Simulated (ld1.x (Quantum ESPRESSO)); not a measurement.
**Ca: pseudopotential generation (part 2 of 2)**

Continued. System: calcium (Ca, Z = 20), core [Ne], reference valence 3s2 3p6 3d0 4s2 4p0, valence charge 10. Method: TM semilocal potential, LDA (PZ), scalar-relativistic, made with ld1.x (Quantum ESPRESSO) 7.5.

### Output of the test run (extracts), continued
```
     ---------------------- Testing the pseudopotential ----------------------

     Ca
     scalar relativistic calculation

     atomic number is 20.00   valence charge is 10.00
     dft =PZ   lsd =1 sic =0 latt =0  beta=0.20 tr2=1.0E-14
     mesh =1169 r(mesh) =  99.90979 xmin = -7.00 dx = 0.01250

     n l     nl             e AE (Ry)        e PS (Ry)    De AE-PS (Ry)
     1 0     3S   1( 1.00)       -3.95379       -3.98150        0.02771  !
     2 1     3P   1( 3.00)       -2.56724       -2.59313        0.02589  !
     3 2     3D   1( 0.00)       -0.64085       -0.66170        0.02085  !
     2 0     4S   1( 1.00)       -0.69764       -0.74312        0.04548  !
     3 1     4P   1( 0.00)       -0.46547       -0.49069        0.02522  !
     1 0     3S   2( 1.00)       -3.94699       -3.97143        0.02444  !
     2 1     3P   2( 3.00)       -2.55807       -2.58272        0.02466  !
     3 2     3D   2( 0.00)       -0.61021       -0.64030        0.03009  !
     2 0     4S   2( 0.00)       -0.62566       -0.70653        0.08087  !
     3 1     4P   2( 0.00)       -0.40033       -0.46204        0.06171  !

     eps = 8.7E-15  iter = 14

     Etot =   -1356.918114 Ry,    -678.459057 Ha,  -18461.811458 eV
     Etotps =   -74.342609 Ry,     -37.171304 Ha,   -1011.482719 eV
     dEtot_ae =       0.459725 Ry
     dEtot_ps =       0.498944 Ry,   Delta E=      -0.039219 Ry

     Ekin =      22.426963 Ry,      11.213481 Ha,     305.134372 eV
     Encl =    -135.798365 Ry,     -67.899182 Ha,   -1847.630877 eV
     Ehrt =      52.155269 Ry,      26.077634 Ha,     709.608582 eV
     Ecxc =     -10.505146 Ry,      -5.252573 Ha,    -142.929791 eV
     (Ecc =      -0.637723 Ry,      -0.318861 Ha,      -8.676662 eV)
     Epseu=      -2.621330 Ry,      -1.310665 Ha,     -35.665005 eV

     ---------------------- End of pseudopotential test ----------------------

     ---------------------- Testing the pseudopotential ----------------------

     Ca
     scalar relativistic calculation

     atomic number is 20.00   valence charge is 10.00
     dft =PZ   lsd =1 sic =0 latt =0  beta=0.20 tr2=1.0E-14
     mesh =1169 r(mesh) =  99.90979 xmin = -7.00 dx = 0.01250

     n l     nl             e AE (Ry)        e PS (Ry)    De AE-PS (Ry)
     1 0     3S   1( 1.00)       -3.68472       -3.69781        0.01310  !
     2 1     3P   1( 3.00)       -2.29905       -2.31140        0.01234  !
     3 2     3D   1( 0.00)       -0.38666       -0.39674        0.01008  !
     2 0     4S   1( 1.00)       -0.48307       -0.51243        0.02937  !
     3 1     4P   1( 0.00)       -0.27671       -0.28801        0.01130  !
     1 0     3S   2( 1.00)       -3.68174       -3.69337        0.01163  !
     2 1     3P   2( 3.00)       -2.29516       -2.30681        0.01165  !
     3 2     3D   2( 0.00)       -0.37464       -0.38710        0.01246  !
     2 0     4S   2( 0.50)       -0.46033       -0.49669        0.03637  !
     3 1     4P   2( 0.00)       -0.25853       -0.27624        0.01771  !

     eps = 4.1E-15  iter = 15

     Etot =   -1357.192021 Ry,    -678.596011 Ha,  -18465.538150 eV
     Etotps =   -74.642962 Ry,     -37.321481 Ha,   -1015.569235 eV
     dEtot_ae =       0.185818 Ry
     dEtot_ps =       0.198591 Ry,   Delta E=      -0.012773 Ry

     Ekin =      22.566790 Ry,      11.283395 Ha,     307.036825 eV
     Encl =    -138.587208 Ry,     -69.293604 Ha,   -1885.575029 eV
     Ehrt =      54.700538 Ry,      27.350269 Ha,     744.238736 eV
     Ecxc =     -10.713193 Ry,      -5.356597 Ha,    -145.760419 eV
     (Ecc =      -0.637723 Ry,      -0.318861 Ha,      -8.676662 eV)
     Epseu=      -2.609889 Ry,      -1.304944 Ha,     -35.509347 eV

     ---------------------- End of pseudopotential test ----------------------
```

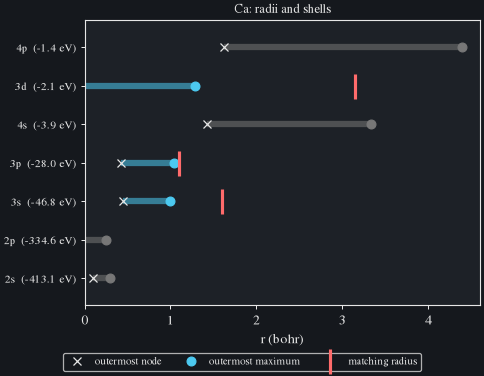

Figure 2. Outer shells of the all-electron reference atom: each bar runs from the outermost node (or the nucleus) to the outermost maximum of u(r); the tick is the radius chosen for the pseudo-wave. Shells without a tick have no pseudo-wave of their own. Levels, nodes and maxima are from ld1.x, scalar-relativistic.

- Radii against the shells: 3s: 1.60 bohr, outside the maximum; 3p: 1.10 bohr, outside the maximum; 3d: 3.15 bohr, outside the maximum.

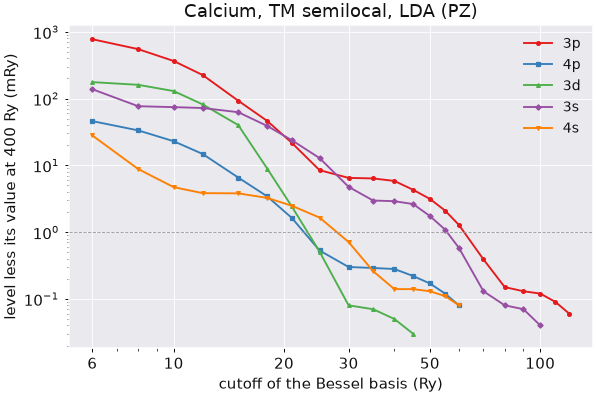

Figure 3. The pseudo-atom Hamiltonian at the reference potential is diagonalised in spherical Bessel functions (20 bohr box) up to the cutoff. Curves: distance of each valence level from its value at 400 Ry.

- Cutoffs for 10 and 1 mRy in the occupation-weighted sum of levels: 60 Ry and 90 Ry, on the ladder of cutoffs that was run.
- Cutoffs from which each level stays within 1 mRy: 3p: 70 Ry; 4p: 25 Ry; 3d: 25 Ry; 3s: 60 Ry; 4s: 30 Ry. The potential isn't sound: the pseudo-atom misses its own reference levels by up to 0.22 eV.

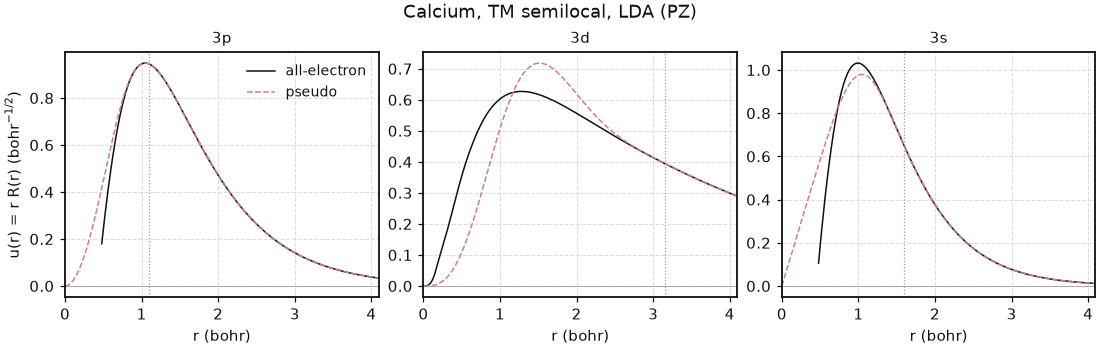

Figure 4. Partial waves u(r) = r R(r), all-electron (solid) and pseudo (dashed). Dotted lines mark the matching radii. The innermost oscillations of some all-electron curves aren't drawn. Pseudo-waves: 3p has no node; 3d has no node; 3s has no node.

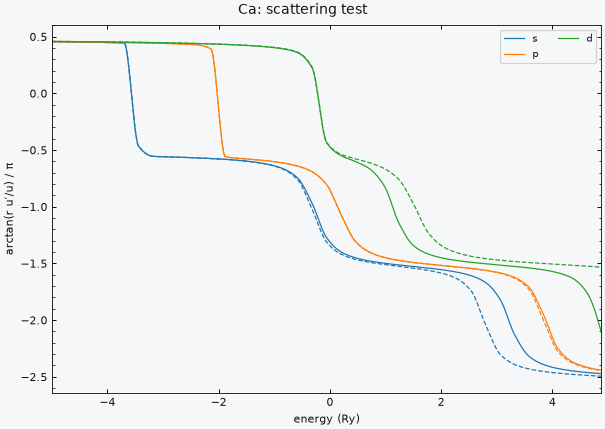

Figure 5. Unwrapped phase arctan(r u′/u) in units of π against energy, all-electron (solid) and pseudo (dashed); the pseudo phase is matched to the all-electron one at the reference energy. Here u = r R(r). A near-vertical step is a level narrower than the spacing of the points behind the curves.

- Range over which the phases agree within 0.05 rad: s: up to about -0.6 Ry; p: up to about 3.5 Ry; d: up to about 0.3 Ry.
- Ghost states: Going away from the reference energies, the phases part by more than π/2 in: d at about 4.8 Ry (above its reference energy, pseudo phase higher). Such a step is either a state that only one of the two atoms has or an ordinary level shifted in energy. The separate test gives: no ghost state below the valence levels in the p, d, s channels.

### Summary

- outcome: generated; the pseudo-atom misses its reference levels by up to 0.22 eV (4s, which has no pseudo-wave of its own)
- reference test: the pseudo-atom misses its own reference levels by up to 0.22 eV
- cutoffs needed: 60 Ry and 90 Ry (the cutoffs, on a coarse ladder, from which the occupation-weighted sum of valence levels, in a spherical-Bessel basis at the reference potential, stays within 10 and 1 mRy of its value at 400 Ry); ghost states and empty shells don't enter this sum
- ghost test: no ghost state below the valence levels in the p, d, s channels (spherical-Bessel basis up to 400 Ry, 20 bohr box)
- largest excitation error: -1650 meV (all-electron minus pseudo) for 3s2 3p6 3d0 4s0 4p0, out of 7 test configurations
- range over which the phases arctan(r u′/u) at the test radius agree within 0.05 rad (a looser test near the poles than one of phase shifts): s: up to about -0.6 Ry; p: up to about 3.5 Ry; d: up to about 0.3 Ry
- hardware: 1 CPU thread, shared host
- wall time: 2.9 s

### Remarks

An excitation error of 1650 meV in its own tests makes this a poorly transferable potential.
